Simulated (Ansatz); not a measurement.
# H15Sn9 (charge +1): what the fields show

| atom | x (Å) | y (Å) | z (Å) |
| --- | --- | --- | --- |
| Sn | 0.2248 | -3.1894 | 0.1516 |
| Sn | 0.1223 | 0.1113 | -3.2558 |
| Sn | -3.1272 | 0.0542 | 0.0371 |
| Sn | 0.1076 | -0.0039 | 3.5276 |
| Sn | 0.2997 | 3.4033 | 0.0971 |
| Sn | -1.3522 | -1.5559 | -1.5235 |
| Sn | 1.7839 | -1.6253 | 1.8939 |
| Sn | 1.7625 | 1.8830 | -1.8125 |
| Sn | -1.2008 | 1.4759 | 1.5165 |
| H | 1.2786 | -4.1297 | -0.8433 |
| H | -0.7897 | -4.2194 | 1.0961 |
| H | 1.1437 | -0.8978 | -4.2176 |
| H | -0.9522 | 1.0150 | -4.2607 |
| H | -4.1138 | -0.8633 | 1.1170 |
| H | -4.0633 | 1.1462 | -0.9177 |
| H | -1.0779 | -0.9197 | 4.3850 |
| H | 0.9576 | 1.0783 | 4.5685 |
| H | -0.8260 | 4.4650 | -0.6700 |
| H | 1.2867 | 4.2534 | 1.2305 |
| H | -2.4752 | -2.5394 | -2.4138 |
| H | 2.7211 | -2.5571 | 3.0086 |
| H | 2.8159 | -0.5298 | 1.0405 |
| H | 2.4772 | 3.0925 | -2.8221 |
| H | 2.9970 | 1.0523 | -0.9329 |

Geometry: PBE-D4/def2-SVP; core potentials replace the inner electrons of Sn.

Method: RKS PBE0-D4/def2-TZVP (Ansatz 0.2.0).

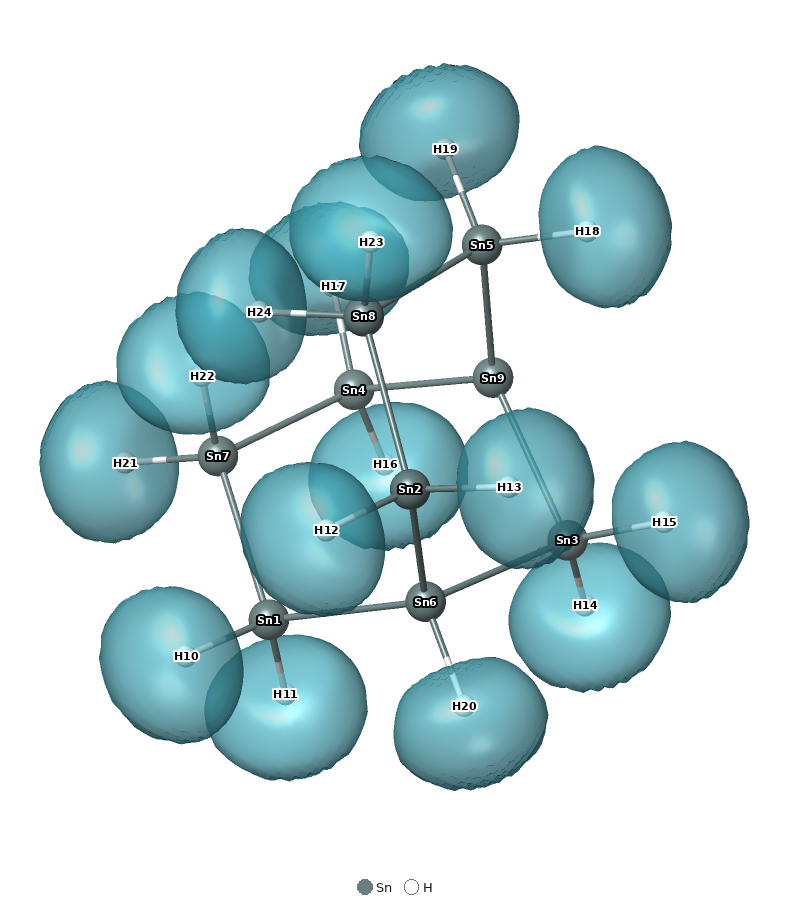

Figure 1. Isosurface of the ELF at 0.8 (cyan), seen at an oblique angle. Only the valence region is drawn (cores and ρ < 0.01 e/Å³ removed).

### Identify the bonds, lone pairs and shells in this picture.

At this value the surface marks out 15 regions around hydrogen nuclei. Profiles from the grid: Sn–Sn (2.81 Å): the ELF peaks at about 0.75 between the atoms; a shared electron pair. Sn–H (1.73 Å): the ELF climbs to about 1 towards the hydrogen.

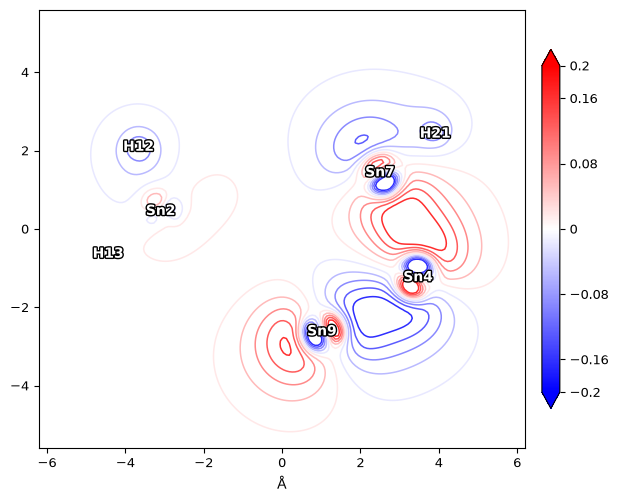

Figure 2. The HOMO on the plane of atoms Sn4, Sn7 and H21 (values in Å⁻³ᐟ²; the overall sign is arbitrary).

### Where does this orbital lie, and at what energy?

By Hirshfeld shares it lies mainly on Sn4 (about 20 %), Sn9 (about 20 %), Sn3 (about 15 %), Sn7 (about 15 %), Sn6 (about 10 %) and Sn1 (about 5 %). Its energy is −10.09 eV.

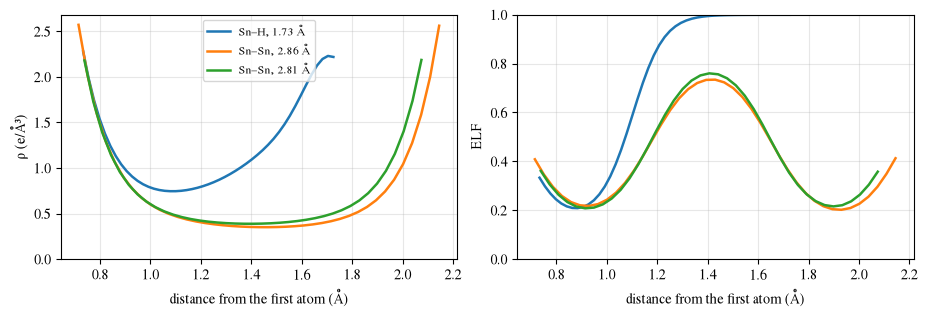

Figure 3. Electron density and electron localisation function along straight lines between neighbouring atoms. The curves leave out the atomic cores.

### What can be read from the curves?

Sn–H (1.73 Å): ρ at the midpoint is about 1.1 e/Å³; the ELF climbs to about 1 towards the hydrogen.
Sn–Sn (2.86 Å): ρ at the midpoint is about 0.35 e/Å³; the ELF peaks at about 0.75 between the atoms.
Sn–Sn (2.81 Å): ρ at the midpoint is about 0.39 e/Å³; the ELF peaks at about 0.75 between the atoms: localised, covalent bonding.
